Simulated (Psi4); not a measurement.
**CHF2 (difluoromethyl radical) at 5 levels**

We compute a comparison of 5 runs (UHF/STO-3G, UHF/3-21G, UHF/def2-SVP, UPBE0/def2-SVP, OREMP2/3-21G) of CHF2 (difluoromethyl radical). 

The results are computed with Psi4 1.11.

4 further runs of the same task are left out: 3 that didn't finish, 1 set aside as unsound or not needed.

**1. Starting point**

The species is CHF2 (4 atoms), meant as a doublet with charge 0. As SMILES, `F[CH]F`. The coordinates come from a PBE0-D4/def2-TZVP relaxation.

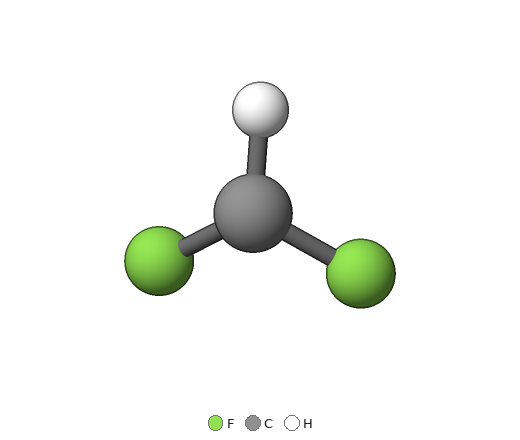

Viewed from a chosen angle; fluorine green, carbon grey, hydrogen white.

**2. Energy and forces at UHF/STO-3G (run 1)**

The input, run.py:

```python
import psi4

psi4.set_memory(1600000000)
psi4.set_num_threads(1)
psi4.set_output_file('output.dat', False)

m = psi4.geometry("""
0 2
F     -1.208200     0.264600    -0.141700
C      0.038600     0.063400     0.244400
F      0.433100    -1.166800    -0.029600
H      0.736500     0.838700    -0.073100
symmetry c1
""")

options = {'basis': 'STO-3G', 'reference': 'uhf', 'puream': True, 'e_convergence': 1e-09, 'd_convergence': 1e-08, 'scf_type': 'pk', 'maxiter': 200}
psi4.set_options(options)

result, w = psi4.gradient("hf", return_wfn=True)
psi4.oeprop(w, "DIPOLE", "WIBERG_LOWDIN_INDICES", "MULLIKEN_CHARGES")
print('gradient / Eh bohr^-1')
print(result.np.round(6))
print(f'energy = {w.energy():.10f} Eh')
```

Command:

```sh
$ python run.py
```

output.dat:

```text
[...]
  Running in c1 symmetry.
[...]
  Nuclear repulsion =   70.538268333855825
[...]
  Multiplicity = 2
[...]
  Nalpha       = 13
  Nbeta        = 12
[...]
    Number of basis functions: 16
[...]
   @UHF iter   1:  -233.92780852920734   -1.35114e+00   1.92552e-02 ADIIS/DIIS
[...]
   @UHF iter  13:  -234.00130902873369   -1.98952e-13   2.61904e-09 DIIS
[...]
   @S^2 Observed:                7.549436707E-01
[...]
    Orbital Energies [Eh]
    ---------------------
    Alpha Occupied:
       1A    -25.981589     2A    -25.981442     3A    -11.164854
       4A     -1.583936     5A     -1.514389     6A     -0.863540
       7A     -0.680180     8A     -0.643771     9A     -0.621821
      10A     -0.527427    11A     -0.477996    12A     -0.460013
      13A     -0.307461
    Alpha Virtual:
      14A      0.630541    15A      0.635913    16A      0.685096
    Beta Occupied:
[...]
  @UHF Final Energy:  -234.00130902873369
   => Energetics <=
    Nuclear Repulsion Energy =             70.5382683338558252
    One-Electron Energy =                -468.0905644859803942
    Two-Electron Energy =                 163.5509871233908541
    Total Energy =                       -234.0013090287336865
  UHF NO Occupations:
  HONO-2 :   11  A 1.9990317
  HONO-1 :   12  A 1.9990080
[...]
  -Total Gradient:
     Atom            X                  Y                   Z
    ------   -----------------  -----------------  -----------------
       1        0.039468138105    -0.009096120140     0.008327728725
       2       -0.015190608876    -0.018446315220    -0.013492381548
       3       -0.014871965016     0.038294533105     0.004610616980
       4       -0.009405564212    -0.010752097744     0.000554035843
[...]
 Multipole Moments:
 ------------------------------------------------------------------------------------
     Multipole            Electronic (a.u.)      Nuclear  (a.u.)        Total (a.u.)
 ------------------------------------------------------------------------------------
 L = 1.  Multiply by 2.5417464519 to convert [e a0] to [Debye]
 Dipole X            :         -0.9351844            1.1700179            0.2348335
 Dipole Y            :         -1.0774229            1.3482436            0.2708207
 Dipole Z            :         -0.0662612            0.0857107            0.0194496
 Magnitude           :                                                    0.3589832
[...]
  Mulliken Charges: (a.u.)
   Center  Symbol    Alpha    Beta     Spin     Total
       1     F     4.59650  4.54422  0.05228 -0.14072
       2     C     3.35019  2.42551  0.92468  0.22429
       3     F     4.59650  4.54423  0.05228 -0.14073
       4     H     0.45680  0.48604 -0.02924  0.05716
   Total alpha = 13.00000, Total beta = 12.00000, Total charge =  0.00000
  Wiberg Bond Indices using Orthogonal Lowdin Orbitals:
  Total Bond Index:
  Irrep: 1 Size: 4 x 4
[...]
```

Standard output:

```text
gradient / Eh bohr^-1
[[ 0.039468 -0.009096  0.008328]
 [-0.015191 -0.018446 -0.013492]
 [-0.014872  0.038295  0.004611]
 [-0.009406 -0.010752  0.000554]]
energy = -234.0013090287 Eh
```

Wall time 2.1 s (1 thread of Intel Xeon Platinum 8488C (Sapphire Rapids), shared host); peak memory 0.18 GiB.

**3. A single-point energy at UHF/3-21G (run 2)**

The input, chf2.xyz:

```xyz
4
CHF2
F     -1.208200     0.264600    -0.141700
C      0.038600     0.063400     0.244400
F      0.433100    -1.166800    -0.029600
H      0.736500     0.838700    -0.073100
```

The input, run.py:

```python
import numpy as np
from ase.calculators.psi4 import Psi4
from ase.io import read

a = read('chf2.xyz')
calc = Psi4(atoms=a, method='scf', basis='3-21G', memory='1600MB', num_threads=1, charge=0, multiplicity=2, label='chf2', reference='uhf')
calc.psi4.set_options({'puream': True, 'e_convergence': 1e-09, 'd_convergence': 1e-08, 'scf_type': 'pk', 'maxiter': 200})
a.calc = calc

print(f'energy: {a.get_potential_energy():.6f} eV')
```

Command:

```sh
$ python run.py
```

chf2.dat:

```text
[...]
  Running in c1 symmetry.
[...]
  Nuclear repulsion =   70.538268333855825
[...]
  Multiplicity = 2
[...]
  Nalpha       = 13
  Nbeta        = 12
[...]
    Number of basis functions: 29
[...]
   @UHF iter   1:  -235.92954582306120   -5.66850e-01   1.04752e-02 DIIS/ADIIS
[...]
   @UHF iter  14:  -235.97751943916845    0.00000e+00   3.42704e-09 DIIS
[...]
   @S^2 Observed:                7.547001785E-01
[...]
    Orbital Energies [Eh]
    ---------------------
    Alpha Occupied:
       1A    -26.200209     2A    -26.199675     3A    -11.365457
       4A     -1.689054     5A     -1.619837     6A     -0.955351
       7A     -0.795415     8A     -0.766165     9A     -0.760585
      10A     -0.679022    11A     -0.632458    12A     -0.606081
      13A     -0.415889
    Alpha Virtual:
      14A      0.292203    15A      0.364909    16A      0.412698
      17A      0.854193    18A      0.919197    19A      0.949028
      20A      1.133798    21A      1.452247    22A      2.186333
      23A      2.210999    24A      2.352599    25A      2.394368
[...]
  @UHF Final Energy:  -235.97751943916845
   => Energetics <=
    Nuclear Repulsion Energy =             70.5382683338558252
    One-Electron Energy =                -468.3690151025751902
    Two-Electron Energy =                 161.8532273295508901
    Total Energy =                       -235.9775194391684465
  UHF NO Occupations:
  HONO-2 :   11  A 1.9994410
  HONO-1 :   12  A 1.9991540
[...]
 Multipole Moments:
 ------------------------------------------------------------------------------------
     Multipole            Electronic (a.u.)      Nuclear  (a.u.)        Total (a.u.)
 ------------------------------------------------------------------------------------
 L = 1.  Multiply by 2.5417464519 to convert [e a0] to [Debye]
 Dipole X            :         -0.6930085            1.1700179            0.4770094
 Dipole Y            :         -0.7943030            1.3482436            0.5539406
 Dipole Z            :          0.0030112            0.0857107            0.0887219
 Magnitude           :                                                    0.7363828
[...]
```

On the terminal:

```text
energy: -6421.275375 eV
```

Run time: 2.2 s. Hardware: 1 thread of Intel Xeon Platinum 8488C (Sapphire Rapids), shared host; peak memory 0.19 GiB.

Runs 3 to 4 aren't shown in full; the table further down has their settings and results.

**4. The energy at OREMP2/3-21G (fitted SCF) (run 5)**

The input, input.inp:

```
memory 1600 MB

molecule geom {
  0 2
  F
  C 1 1.32063
  F 2 1.320643 1 111.30168
  H 2 1.090395 1 114.2555 3 131.24051
}

set {
  basis 3-21G
  reference uhf
  scf_type disk_df
  cc_type conv
}

energy('oremp2')
print_variables()
```

Command:

```sh
$ psi4 input.inp input.out -n 1
```

input.out:

```text
[...]
  Running in c1 symmetry.
[...]
  Nuclear repulsion =   70.538282798138980
[...]
  Multiplicity = 2
[...]
  Nalpha       = 13
  Nbeta        = 12
[...]
    Number of basis functions: 29
[...]
   @DF-UHF iter   1:  -235.92945565414018   -5.66872e-01   1.04753e-02 ADIIS/DIIS
[...]
   @DF-UHF iter  14:  -235.97743038191572   -1.13687e-13   3.43084e-09 DIIS
[...]
   @S^2 Observed:                7.546992844E-01
[...]
    Orbital Energies [Eh]
    ---------------------
    Alpha Occupied:
       1A    -26.200243     2A    -26.199709     3A    -11.365467
       4A     -1.689053     5A     -1.619835     6A     -0.955347
       7A     -0.795401     8A     -0.766149     9A     -0.760574
      10A     -0.679009    11A     -0.632443    12A     -0.606070
      13A     -0.415873
    Alpha Virtual:
      14A      0.292236    15A      0.364952    16A      0.412743
      17A      0.854355    18A      0.919320    19A      0.949201
      20A      1.133849    21A      1.452341    22A      2.186380
      23A      2.211066    24A      2.352662    25A      2.394442
[...]
  @DF-UHF Final Energy:  -235.97743038191572
   => Energetics <=
    Nuclear Repulsion Energy =             70.5382827981389795
    One-Electron Energy =                -468.3688719604417656
    Two-Electron Energy =                 161.8531587803870480
    Total Energy =                       -235.9774303819157240
  UHF NO Occupations:
  HONO-2 :   11  A 1.9994411
  HONO-1 :   12  A 1.9991543
[...]
 Multipole Moments:
 ------------------------------------------------------------------------------------
     Multipole            Electronic (a.u.)      Nuclear  (a.u.)        Total (a.u.)
 ------------------------------------------------------------------------------------
 L = 1.  Multiply by 2.5417464519 to convert [e a0] to [Debye]
 Dipole X            :         -0.4702536            0.7148180            0.2445644
 Dipole Y            :         -0.7788762            1.3523423            0.5734661
 Dipole Z            :         -0.5323707            0.9242589            0.3918882
 Magnitude           :                                                    0.7363772
[...]
	SCS-MP2 Total Energy (a.u.)        :  -236.27962326239947
	SOS-MP2 Total Energy (a.u.)        :  -236.27558906934621
	SCSN-MP2 Total Energy (a.u.)       :  -236.11988208086174
[...]
	SOS-PI-MP2 Total Energy (a.u.)     :  -236.29851750559047
[...]
	MP2 Total Energy (a.u.)            :  -236.28769164850598
[...]
```

Run time: 6.3 s. Hardware: 1 thread of Intel Xeon Platinum 8488C (Sapphire Rapids), shared host; peak memory 0.19 GiB.

**5. All runs side by side**

```csv
run,level,task,integration grid,energy (Eh),dipole moment (D),HOMO energy (eV),LUMO energy (eV),wall time
1,UHF/STO-3G,gradient,–,-234.001309,0.91,-8.37,7.74,2.1 s
2,UHF/3-21G,energy,–,-235.977519,1.87,-11.32,3.83,2.2 s
3,UHF/def2-SVP,gradient,–,-237.076265,1.74,-11.59,3.56,2.9 s
4,UPBE0/def2-SVP,gradient,99 radial × 590 angular,-237.897692,1.32,-6.66,-1.28,13 s
5,OREMP2/3-21G (fitted SCF),energy,–,-236.295464,–,-11.32,3.83,6.3 s
```

**6. What came out**

| quantity | value |
| --- | --- |
| run 5: total energy | -236.29546 Eh |
| run 5: HOMO energy (Hartree–Fock orbitals) (highest over α and β) | -11.32 eV |
| run 5: LUMO energy (Hartree–Fock orbitals) (lowest over α and β) | 3.83 eV |
| run 5: correlation energy | -318.0 mEh |
| run 5: ⟨S²⟩ of the reference determinant | 0.755 |

In words: Over runs 1, 2, 3, 4 the dipole moment (its size) runs from 0.91 D (UHF/STO-3G) to 1.87 D (UHF/3-21G). In run 1 the basis is minimal, so the values are rough. All runs together took 27 s, the longest 13 s.
